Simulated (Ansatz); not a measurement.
# NaInF3: complex band structure, part 2 of 3

Aim: relax a made-up compound, NaInF3, and see how good a tunnel barrier it would be. It is built by putting Na for Cs in the CsInF3 structure of space group Fm-3m, with the volume rescaled by atomic radii. The parent structure comes from the Materials Project.

Ansatz 0.2.0; r2SCAN DFT, plane waves, PAW files (the session's first sound run).

So far. Step 2 (Cell and atoms at rest): The largest force component on a free atom ends at 0.0015 eV/Å.

The structure was built from a prototype and need not be the compound's stable phase.

### 3. The bulk crystal and its band edges

The energy window and the wavevectors of the next steps follow from the band edges, so these are searched first, off the mesh as well.

The input, input.yaml:

```yaml
crystal:
  lattice:
    - [0.0, 4.5321290817, 4.5321290817]
    - [4.5321290817, 0.0, 4.5321290817]
    - [4.5321290817, 4.5321290817, 0.0]
  atoms:
    - { symbol: Na, position: [0.25, 0.25, 0.25] }
    - { symbol: Na, position: [0.75, 0.75, 0.75] }
    - { symbol: In, position: [0.5, 0.5, 0.5] }
    - { symbol: In, position: [0.0, 0.0, 0.0] }
    - { symbol: F, position: [0.2288287758, 0.2288287758, 0.7711712242] }
    - { symbol: F, position: [0.2288287758, 0.7711712242, 0.7711712242] }
    - { symbol: F, position: [0.7711712242, 0.7711712242, 0.2288287758] }
    - { symbol: F, position: [0.2288287758, 0.7711712242, 0.2288287758] }
    - { symbol: F, position: [0.7711712242, 0.2288287758, 0.7711712242] }
    - { symbol: F, position: [0.7711712242, 0.2288287758, 0.2288287758] }
kpoints:
  mp_grid: { grid: [6, 6, 6] }
  band_path: { path: [VBM, CBM], npoints: 30 }
scf:
  occupations: { method: fixed }
hamiltonian:
  xc: r2scan
output:
  eigenvalues: true
  write_potential: true
  write_density: true
  volumetric_format: npy
  elf: true
```

On the command line:

```bash
$ ansatz run input.yaml --threads 2 --pin off --max-ram 4096MiB --backend cpu --events-out ev --progress --plain --runs-dir out
```

Numbers of over 12 decimals in the logs are rounded to 6 here.

Log:

```text
[...]
Crystal: 10 atoms, lattice volume = 186.182 Å³
Basis set: ecut = 500 eV, 4693 PW (Γ), exchange–correlation on 192×192×192 points (64 copies of the dense FFT grid, shifted against one another)
Bands: 53, of which v1, the nominal top of the filled ones, is band 43 counted from 1 (42 counted from 0)
Symmetry: 48 space group operations
[...]
k-points: 16 of 216
[...]
SCF iter   1: F=—  HF=-19066.301122 eV  |F-HF|=—  |Δ(HF+E_count)|=         —  Δρ=9.58e-3  dr2=1.36e-1  dr2_τ=1.80e-1  ethr=1.77e-3  ⟨swp⟩=5.0  Hψ=2666  notcnv=0  defer=118
[...]
SCF iter   7: F=-19066.414084 eV  HF=-19066.414084 eV  |F-HF|=4.88e-9  |Δ(HF+E_count)|=   1.08e-7  Δρ=4.79e-6  dr2=3.28e-8  dr2_τ=2.82e-9  ethr=1.16e-10  ⟨swp⟩=10.8  Hψ=3475  notcnv=0
SCF 1 converged in 7 iterations: F = -19066.414084 eV  dr2 = 3.28e-8
[...]
NSCF: frozen V_eff on 16 k-points
[...]
SCF converged after 7 iterations
Free energy (F): -19066.414084 eV
[...]
Internal energy: -19066.414084 eV  (E = F + TS)
E sigma→0 (E₀):  -19066.414084 eV
Fermi energy:    4.143161 eV
[...]
--- Band table (eV; the first three rows and the last of 16) ---
  k-point 0: bands = [... 39 lower, -0.3811, -0.3485, -0.3485, 2.3728, 7.0622, 8.9432, 8.9432, 8.9432, ... 6 higher]
  k-point 1: bands = [... 39 lower, -0.4013, -0.3898, -0.3898, 2.6792, 6.8907, 8.4848, 9.0006, 9.0006, ... 6 higher]
  k-point 2: bands = [... 39 lower, -0.4494, -0.4314, -0.4314, 3.3363, 6.3573, 8.1045, 9.0722, 9.1183, ... 6 higher]
  k-point 15: bands = [... 39 lower, -0.5646, -0.4930, -0.4413, 4.1432, 7.1395, 7.1526, 7.6383, 9.3131, ... 6 higher]
```

The job ended after 12 s (2 threads of Intel Xeon 6975P-C (Granite Rapids), shared host; peak memory 0.96 GiB).

This step gave:

```
free energy         : -19066.4141 eV
Fermi energy        : 4.143 eV
gap on the k-mesh   : 1.823 eV
gap on path         : 1.813 eV, by band count; negative where bands overlap
direct gap on path  : 2.225 eV
edge places on path : 0, 1.096 1/A along the path
```

Electronic bands along the path, in eV, zero at the Fermi level (highest filled level under fixed occupations); v1 is the highest filled band, c1 the lowest empty one:

```csv
point,v4,v3,v2,v1,c1,c2,c3,c4
VBM,-4.71,-4.64,-4.64,0.01,2.89,3.21,3.21,5.61
CBM,-4.62,-4.60,-4.60,-0.40,1.82,3.88,4.93,5.04
```

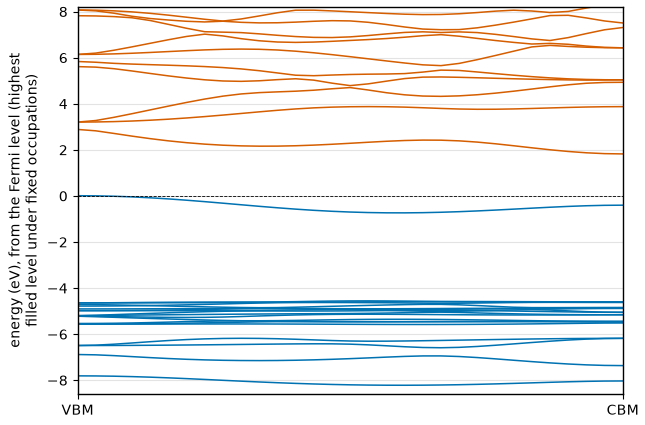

Electronic bands along the path; lines of filled and empty bands in two colours.

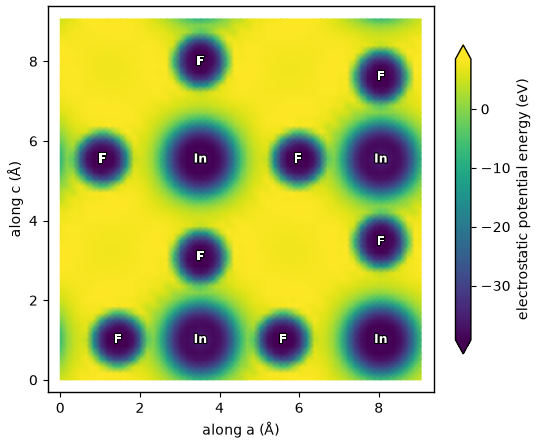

Electrostatic potential energy in the ac plane of the conventional cell at fractional y = 0.000, with atoms of In and F within 0.2 Å of it. With pseudopotentials it is smooth inside the atoms' cores, unlike the true potential. The map starts off the cell's origin, so that atoms lie inside it.

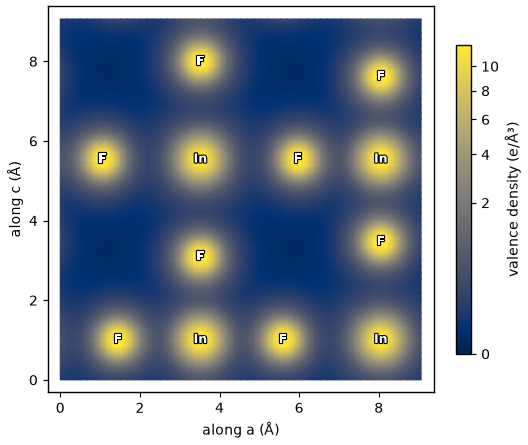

Valence density in the ac plane of the conventional cell at fractional y = 0.000, with atoms of In and F within 0.2 Å of it. It is the smooth field of the valence electrons, not physical close to the nuclei. The map starts off the cell's origin, so that atoms lie inside it. The colour scale is stretched toward low values.

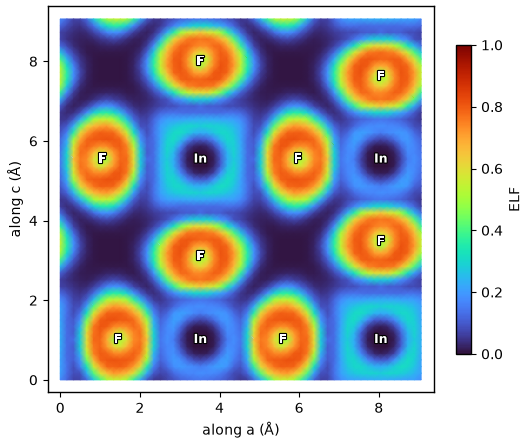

ELF in the ac plane of the conventional cell at fractional y = 0.000, with atoms of In and F within 0.2 Å of it. It is the smooth field of the valence electrons, not physical close to the nuclei. The map starts off the cell's origin, so that atoms lie inside it.

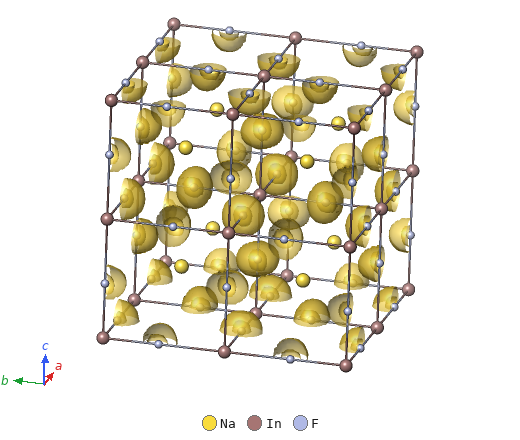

Surface of ELF = 0.74.

The searched edges give 1.81 eV, against 1.82 eV on the mesh.

### 4. Complex bands

This step: r2SCAN DFT, plane waves, PAW files; complex bands by layer matching along the plane's normal (Ansatz 0.2.0).

The same crystal is laid in a cell whose first two vectors span the (111) plane (indices of the standard conventional cell, whose axes can be ordered otherwise than in the bulk input). At fixed energy and wavevector in the plane the solver finds all kz, real and complex. A few wavevectors are listed, (0, 0) and (-0.5, -0.5) in units of the plane's reciprocal vectors; the slowest state needn't be among them.

The input, input.yaml:

```yaml
crystal:
  lattice:
    - [6.409398414, 0.0, 0.0]
    - [3.204699207, 5.550701849, 0.0]
    - [3.204699207, 1.85023395, 5.233251891]
  atoms:
    - { symbol: Na, position: [0.75, 0.75, 0.75] }
    - { symbol: Na, position: [0.25, 0.25, 0.25] }
    - { symbol: In, position: [0.5, 0.5, 0.5] }
    - { symbol: In, position: [0.0, 0.0, 0.0] }
    - { symbol: F, position: [0.7711712242, 0.2288287758, 0.2288287758] }
    - { symbol: F, position: [0.2288287758, 0.2288287758, 0.7711712242] }
    - { symbol: F, position: [0.2288287758, 0.7711712242, 0.7711712242] }
    - { symbol: F, position: [0.2288287758, 0.7711712242, 0.2288287758] }
    - { symbol: F, position: [0.7711712242, 0.2288287758, 0.7711712242] }
    - { symbol: F, position: [0.7711712242, 0.7711712242, 0.2288287758] }
kpoints:
  mp_grid: { grid: [6, 6, 6] }
scf:
  occupations: { method: fixed }
hamiltonian:
  xc: r2scan
output:
  eigenvalues: true
  transmission:
    leads: [[0, 0]]
    kpoints: [[0.0, 0.0], [-0.5, -0.5]]
    e_range: [-1.0, 2.81]
    de: 0.06
```

Log:

```text
[...]
Crystal: 10 atoms, lattice volume = 186.182 Å³
Basis set: ecut = 500 eV, 4693 PW (Γ), exchange–correlation on 192×192×192 points (64 copies of the dense FFT grid, shifted against one another)
Bands: 53, of which v1, the nominal top of the filled ones, is band 43 counted from 1 (42 counted from 0)
Symmetry: 48 space group operations
[...]
k-points: 16 of 216
[...]
SCF iter   1: F=—  HF=-19066.301147 eV  |F-HF|=—  |Δ(HF+E_count)|=         —  Δρ=9.58e-3  dr2=1.36e-1  dr2_τ=1.80e-1  ethr=1.77e-3  ⟨swp⟩=5.0  Hψ=2660  notcnv=0  defer=119
[...]
SCF iter   7: F=-19066.414084 eV  HF=-19066.414084 eV  |F-HF|=5.07e-9  |Δ(HF+E_count)|=   1.08e-7  Δρ=4.80e-6  dr2=3.29e-8  dr2_τ=2.86e-9  ethr=1.16e-10  ⟨swp⟩=10.9  Hψ=3481  notcnv=0
SCF 1 converged in 7 iterations: F = -19066.414084 eV  dr2 = 3.29e-8
[...]
transmission: 8 of 16 steps passed
transmission: 16 of 16 steps passed
SCF converged after 7 iterations
Free energy (F): -19066.414084 eV
[...]
Internal energy: -19066.414084 eV  (E = F + TS)
E sigma→0 (E₀):  -19066.414084 eV
Fermi energy:    4.143160 eV
[...]
--- Band table (eV; the first three rows and the last of 16) ---
  k-point 0: bands = [... 39 lower, -0.3811, -0.3485, -0.3485, 2.3728, 7.0622, 8.9432, 8.9432, 8.9432, ... 6 higher]
  k-point 1: bands = [... 39 lower, -0.4013, -0.3898, -0.3898, 2.6792, 6.8907, 8.4848, 9.0006, 9.0006, ... 6 higher]
  k-point 2: bands = [... 39 lower, -0.4494, -0.4314, -0.4314, 3.3363, 6.3573, 8.1045, 9.0722, 9.1183, ... 6 higher]
  k-point 15: bands = [... 39 lower, -0.5646, -0.4930, -0.4413, 4.1432, 7.1395, 7.1526, 7.6383, 9.3131, ... 6 higher]
--- Transmission ---
  basis      : 367 plane waves across, 8 finite elements along
  points     : 2, as listed
  energies   : 64 from -1.000000 to 2.780000 eV about the Fermi level, 0.060000 eV apart; the leads are filled to 0.911711 eV, and channels, transmission and decay are at 0.920000 eV
  crystal 0  : Na2F6In2, at the sites [0, 0], period 5.2333 Å: whole cells are its period
    offset         : up to 0.0000 Å between an atom of the period and one for which it stands
    channels       : 0.000000e0 a spin
    conductance    : none, the energies end too early or step too widely for 300 K: set another output.transmission.e_range or a lower de, or, where they end at an eighth of basis.ecutwfc, a higher one
    slowest decay  : 0.2001 /Å at (0.0000, 0.0000)
```

Run time: 66 s. Hardware: 2 threads; peak memory 1.9 GiB.

Numbers from this step:

* level to which the leads are filled: 0.9117 eV from the Fermi level
* decay constant at the filling level, zone centre: 0.2001 Å⁻¹
* decay constant at the filling level, slowest listed point: 0.2001 Å⁻¹

K parallel (0, 0); values up to 1.5 1/Å, a degenerate pair printed once or twice; energies at which all values exceed this have no row. Table of Im kz of the slowest decaying states by energy, zero at the highest filled level on the SCF mesh:

```csv
energy (eV),decay 1 (Å⁻¹),decay 2 (Å⁻¹),decay 3 (Å⁻¹),decay 4 (Å⁻¹)
-1.000,0.675,0.869,0.976,1.18
-0.520,0.684,0.852,0.954,1.22
0.020,0.161,0.688,0.831,0.921
0.500,0.200,0.686,0.812,0.884
0.980,0.198,0.680,0.799,0.831
1.520,0.142,0.666,0.771,1.36
2.000,0.649,0.724,1.31,1.33
2.480,0.626,0.663,1.26,1.33
```

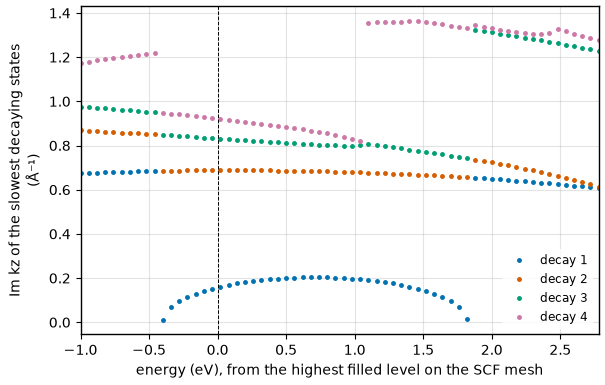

Im kz of the slowest decaying states against energy.

K parallel (-0.5, -0.5); values up to 1.5 1/Å, a degenerate pair printed once or twice; energies at which all values exceed this have no row. The Im kz of the slowest decaying states by energy, zero at the highest filled level on the SCF mesh:

| energy (eV) | decay 1 (Å⁻¹) | decay 2 (Å⁻¹) | decay 3 (Å⁻¹) | decay 4 (Å⁻¹) |
| --- | --- | --- | --- | --- |
| -1.0000 | 0.453 | 0.756 | 1.08 | 1.19 |
| -0.7600 | 0.367 | 0.455 | 0.760 | 1.08 |
| -0.5200 | 0.219 | 0.459 | 0.763 | 1.08 |
| -0.2200 | 0.449 | 0.763 | 1.08 | 1.13 |
| 0.0200 | 0.127 | 0.435 | 0.761 | 1.08 |
| 0.2600 | 0.276 | 0.416 | 0.757 | 1.08 |
| 0.5000 | 0.340 | 0.393 | 0.750 | 1.06 |
| 0.7400 | 0.364 | 0.376 | 0.741 | 1.05 |
| 0.9800 | 0.329 | 0.396 | 0.730 | 1.03 |
| 1.2200 | 0.284 | 0.405 | 0.716 | 1.01 |
| 1.5200 | 0.207 | 0.403 | 0.695 | 0.988 |
| 1.7600 | 0.0964 | 0.392 | 0.675 | 0.967 |
| 2.0000 | 0.372 | 0.652 | 0.945 | 1.04 |
| 2.2400 | 0.342 | 0.626 | 0.920 | 1.04 |
| 2.4800 | 0.296 | 0.595 | 0.894 | 1.03 |
| 2.7200 | 0.217 | 0.561 | 0.867 | 1.02 |

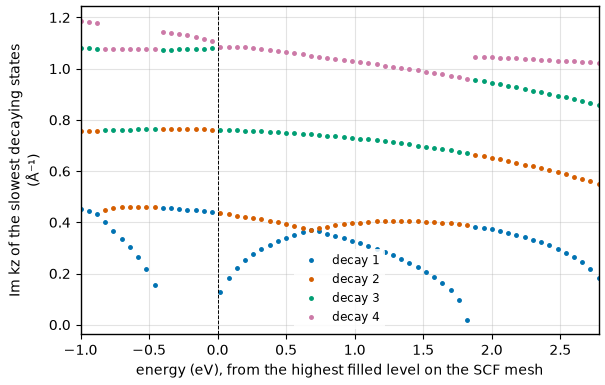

Im kz of the slowest decaying states, plotted against energy.

At the listed wavevectors the last open channel is at -0.04 eV and the next at +1.88 eV on the grid. At +0.92 eV, the grid energy nearest the filling level (the middle of the gap on the SCF mesh), the slowest state at the listed wavevectors decays with κ = 0.200 Å⁻¹, its amplitude falling by e over 5.0 Å. Through 1 nm of this crystal that state's transmission falls by exp(−2 × 0.200 Å⁻¹ × 10 Å) = 0.018.

### 5. Decay over the two-dimensional zone

The listed points could miss the slowest state, so one energy near mid-gap is solved on a mesh of 8×8.

Edit input.yaml of step 4 so:

```diff
@@ -24,6 +24,2 @@
   eigenvalues: true
-  transmission:
-    leads: [[0, 0]]
-    kpoints: [[0.0, 0.0], [-0.5, -0.5]]
-    e_range: [-1.0, 2.81]
-    de: 0.06
+  transmission: { leads: [[0, 0]], kmesh: [8, 8], e_range: [0.91, 0.92], de: 0.05 }
```

Log:

```text
[...]
Crystal: 10 atoms, lattice volume = 186.182 Å³
Basis set: ecut = 500 eV, 4693 PW (Γ), exchange–correlation on 192×192×192 points (64 copies of the dense FFT grid, shifted against one another)
Bands: 53, of which v1, the nominal top of the filled ones, is band 43 counted from 1 (42 counted from 0)
Symmetry: 48 space group operations
[...]
k-points: 16 of 216
[...]
SCF iter   1: F=—  HF=-19066.301147 eV  |F-HF|=—  |Δ(HF+E_count)|=         —  Δρ=9.58e-3  dr2=1.36e-1  dr2_τ=1.80e-1  ethr=1.77e-3  ⟨swp⟩=5.0  Hψ=2660  notcnv=0  defer=119
[...]
SCF iter   7: F=-19066.414084 eV  HF=-19066.414084 eV  |F-HF|=5.07e-9  |Δ(HF+E_count)|=   1.08e-7  Δρ=4.80e-6  dr2=3.29e-8  dr2_τ=2.86e-9  ethr=1.16e-10  ⟨swp⟩=10.9  Hψ=3481  notcnv=0
SCF 1 converged in 7 iterations: F = -19066.414084 eV  dr2 = 3.29e-8
[...]
transmission: 32 of 80 steps passed
transmission: 64 of 80 steps passed
transmission: 80 of 80 steps passed
SCF converged after 7 iterations
Free energy (F): -19066.414084 eV
[...]
Internal energy: -19066.414084 eV  (E = F + TS)
E sigma→0 (E₀):  -19066.414084 eV
Fermi energy:    4.143160 eV
[...]
--- Band table (eV; the first three rows and the last of 16) ---
  k-point 0: bands = [... 39 lower, -0.3811, -0.3485, -0.3485, 2.3728, 7.0622, 8.9432, 8.9432, 8.9432, ... 6 higher]
  k-point 1: bands = [... 39 lower, -0.4013, -0.3898, -0.3898, 2.6792, 6.8907, 8.4848, 9.0006, 9.0006, ... 6 higher]
  k-point 2: bands = [... 39 lower, -0.4494, -0.4314, -0.4314, 3.3363, 6.3573, 8.1045, 9.0722, 9.1183, ... 6 higher]
  k-point 15: bands = [... 39 lower, -0.5646, -0.4930, -0.4413, 4.1432, 7.1395, 7.1526, 7.6383, 9.3131, ... 6 higher]
--- Transmission ---
  basis      : 367 plane waves across, 8 finite elements along
  points     : 10, standing for a mesh of 8 x 8
  energies   : 1 from 0.910000 to 0.910000 eV about the Fermi level; the leads are filled to 0.911711 eV, and channels, transmission and decay are at 0.910000 eV
  crystal 0  : Na2F6In2, at the sites [0, 0], period 5.2333 Å: whole cells are its period
[...]
channels       : 0.000000e0 a spin
    conductance    : none, crystal 0 has no channel at the energies, or these end too early or step too widely for 300 K: set another output.transmission.e_range or a lower de, or, where they end at an eighth of basis.ecutwfc, a higher one
    slowest decay  : 0.2005 /Å at (0.0000, 0.0000)
```

Run time: 32 s. Hardware: 2 threads; peak memory 1.9 GiB.

Numbers from this step:

```
least decay constant on the mesh : 0.2005 Å⁻¹
```

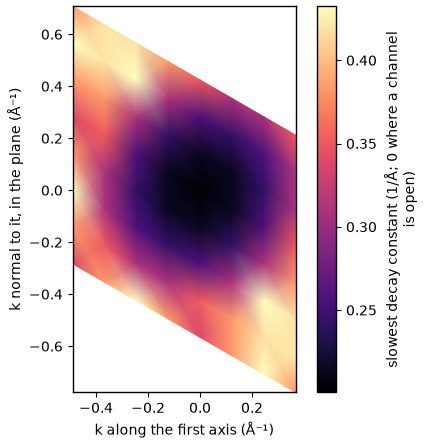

Slowest decay constant (1/Å; 0 where a channel is open) over k1 and k2. At 0.9100 eV from the Fermi level.

The least value on the mesh is 0.201 Å⁻¹ at +0.91 eV. At that energy the listed points give about 0.200 Å⁻¹ by interpolation, so the mesh holds no clearly slower state.

### 6. Band edges at another level, cutoff 420 eV

This step: LDA DFT, plane waves, PAW files (Ansatz 0.2.0).

The edges again with LDA, at the same atoms. Against that run the cutoff is 420 eV against 500.

The input, input.yaml:

```yaml
crystal:
  lattice:
    - [0.0, 4.5321290817, 4.5321290817]
    - [4.5321290817, 0.0, 4.5321290817]
    - [4.5321290817, 4.5321290817, 0.0]
  atoms:
    - { symbol: Na, position: [0.25, 0.25, 0.25] }
    - { symbol: Na, position: [0.75, 0.75, 0.75] }
    - { symbol: In, position: [0.5, 0.5, 0.5] }
    - { symbol: In, position: [0.0, 0.0, 0.0] }
    - { symbol: F, position: [0.2288287758, 0.2288287758, 0.7711712242] }
    - { symbol: F, position: [0.2288287758, 0.7711712242, 0.7711712242] }
    - { symbol: F, position: [0.7711712242, 0.7711712242, 0.2288287758] }
    - { symbol: F, position: [0.2288287758, 0.7711712242, 0.2288287758] }
    - { symbol: F, position: [0.7711712242, 0.2288287758, 0.7711712242] }
    - { symbol: F, position: [0.7711712242, 0.2288287758, 0.2288287758] }
kpoints:
  mp_grid: { grid: [6, 6, 6] }
  band_path: { path: [VBM, CBM], npoints: 30 }
scf:
  occupations: { method: fixed }
hamiltonian:
  xc: lda
output:
  eigenvalues: true
```

Log:

```text
[...]
Crystal: 10 atoms, lattice volume = 186.182 Å³
Basis set: ecut = 420 eV, 3695 PW (Γ)
Bands: 53, of which v1, the nominal top of the filled ones, is band 43 counted from 1 (42 counted from 0)
Symmetry: 48 space group operations
[...]
k-points: 16 of 216
[...]
SCF iter   1: F=—  HF=-18615.390480 eV  |F-HF|=—  |Δ(HF+E_count)|=         —  Δρ=1.60e-2  dr2=3.45e-1  ethr=1.77e-3  ⟨swp⟩=4.9  Hψ=2867  notcnv=0  defer=123
[...]
SCF iter   7: F=-18615.286228 eV  HF=-18615.286228 eV  |F-HF|=1.13e-8  |Δ(HF+E_count)|=   1.18e-8  Δρ=2.69e-6  dr2=1.52e-8  ethr=1.16e-10  ⟨swp⟩=10.6  Hψ=3386  notcnv=0
SCF 1 converged in 7 iterations: F = -18615.286228 eV  dr2 = 1.52e-8
[...]
SCF converged after 7 iterations
Free energy (F): -18615.286228 eV
[...]
Internal energy: -18615.286228 eV  (E = F + TS)
E sigma→0 (E₀):  -18615.286228 eV
Fermi energy:    3.656708 eV
[...]
--- Band table (eV; the first three rows and the last of 16) ---
  k-point 0: bands = [... 39 lower, -0.2002, -0.2002, -0.2002, 1.7041, 6.2540, 7.9917, 8.1016, 8.1016, ... 6 higher]
  k-point 1: bands = [... 39 lower, -0.2253, -0.2253, -0.2206, 2.0537, 6.1104, 7.5931, 8.0556, 8.1793, ... 6 higher]
  k-point 2: bands = [... 39 lower, -0.2703, -0.2692, -0.2692, 2.7687, 5.5947, 7.2452, 8.0967, 8.3359, ... 6 higher]
  k-point 15: bands = [... 39 lower, -0.3913, -0.3909, -0.2627, 3.6567, 6.3360, 6.3880, 6.8630, 8.4910, ... 6 higher]
```

The job ended after 7.8 s (2 threads; peak memory 0.53 GiB; 15 s of CPU time).

This step gave:

```yaml
free_energy: -18615.2862 eV
fermi_energy: 3.657 eV
gap_on_the_k_mesh: 1.531 eV
gap_on_path: 1.520 eV, by band count; negative where bands overlap
direct_gap_on_path: 1.977 eV
```

The electronic bands at the labelled points (eV, zero at the Fermi level (highest filled level under fixed occupations); v1 is the highest filled band, c1 the lowest empty one):

```
point     v4     v3     v2     v1    c1    c2    c3    c4
  VBM  -4.12  -3.98  -3.98   0.01  2.56  2.93  2.93  5.24
  CBM  -3.96  -3.95  -3.95  -0.45  1.53  3.53  4.45  4.76
```

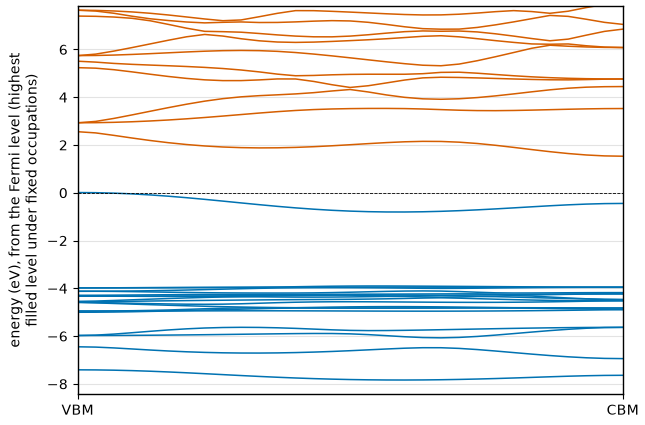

Electronic bands along the path; lines of filled and empty bands in two colours.

The searched edges give 1.52 eV, against 1.53 eV on the mesh.

[end of part 2 of 3]

[Logs are printed without paths, hosts, clocks, repeated set-up lines and the standing remarks that a program may print on its own settings, such as how far it seeks lower states.]

[Hosts, paths, dates, database ids (printed as entryN), source tags and the programs' standing remarks are cut or masked in the printed files.]
